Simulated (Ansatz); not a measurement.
The parent structure is LiCl in the rock salt structure (space group Fm-3m, No. 225; a = 5.112 Å). Axes: x, y, z lie along the cube axes.

It is then changed as follows: strain tensor (xx, yy, zz, yz, xz, xy) = (−1.63, +1.13, +1.26, +0.61, +1.45, −0.86) %, atoms relaxed at fixed cell.

Level of theory: plane-wave PAW DFT at the r2SCAN level (Ansatz, a program for electronic structure, 500 eV), no spin-orbit coupling.

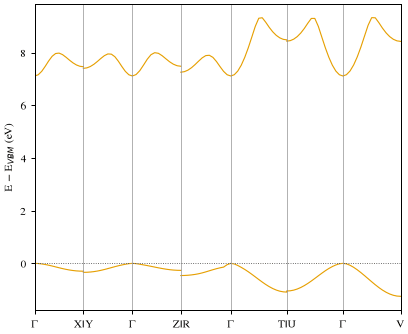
Highest valence and lowest conduction band along the path of the changed cell's own zone

The gap is 7.11 eV, direct at Γ; the base has 7.29 eV.

Whether these cells are dynamically stable was not tested. Labels are those of the standard path for the cell's own space group.
